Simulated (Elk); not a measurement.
Band structure of Tb2C (R-3m, 3 atoms in the cell).

```xyz
3
Lattice="1.8064 1.0429 6.1837 -1.8064 1.0429 6.1837 0.0000 -2.0858 6.1837" Properties=species:S:1:pos:R:3 pbc="T T T"
Tb     0.0000     0.0000    13.7181
Tb     0.0000     0.0000     4.8329
C      0.0000     0.0000     0.0000
```
Moments meant for the start (each program seeds them in its own way; μB, in the order of the atoms Tb Tb C): 6.0 6.0 0.0.

Computed with LDA (PW92), all-electron FP-LAPW, Elk's shipped species files, APW+lo basis with extra local orbitals in Elk.

Settings: spinpol = true; rgkmax = 8; stype = 0; swidth = 0.00734986 Ha; ngridk = 7 7 7; reducebf = 0.7; gmaxvr = 16 1/bohr; nxlo = 2; lorbcnd = true; rmtscf = 0.96; lmaxi = 3; nempty = 12 per atom; maxscl = 100; bfcmt = [[0.0, 0.0, -1.5], [0.0, 0.0, -1.5], [0.0, 0.0, 0.0]].

The starting cell comes from a database of computed structures (which also holds hypothetical and non-ambient phases and stackings), without a prior relaxation at this level. Spin-orbit coupling is off. The magnetic order is the one reached from the typed start; others were not searched systematically. With U or open f shells several self-consistent states can exist. The f electrons are in the valence without U or exact exchange, which can misplace them near the Fermi level. Spin-orbit terms, which matter for f shells, are left out. Values depend on the basis (sphere radii, cutoffs, local orbitals), which need not be converged.

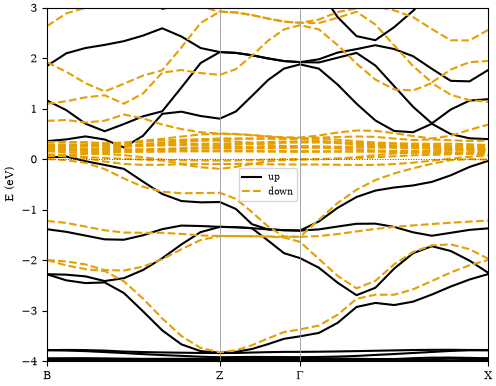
*Bands along the path, energies from the Fermi level.*

Levels in eV from the Fermi level, bands 24 to 31 of the first spin channel:
| point | 24 | 25 | 26 | 27 | 28 | 29 | 30 | 31 |
|---|---|---|---|---|---|---|---|---|
| B | -2.28 | -2.28 | -1.39 | 0.03 | 0.36 | 1.16 | 1.85 | 3.28 |
| Z | -3.84 | -1.34 | -1.34 | -0.85 | 0.80 | 2.12 | 2.12 | 3.75 |
| Γ | -3.51 | -1.96 | -1.42 | -1.42 | 1.88 | 1.92 | 1.92 | 3.86 |
| X | -2.28 | -2.25 | -1.37 | -0.03 | 0.39 | 1.19 | 1.77 | 3.35 |

Bands cross the Fermi level along this path, so the cell is metallic at this level.

The net moment of the cell came out as 12.31 μB.
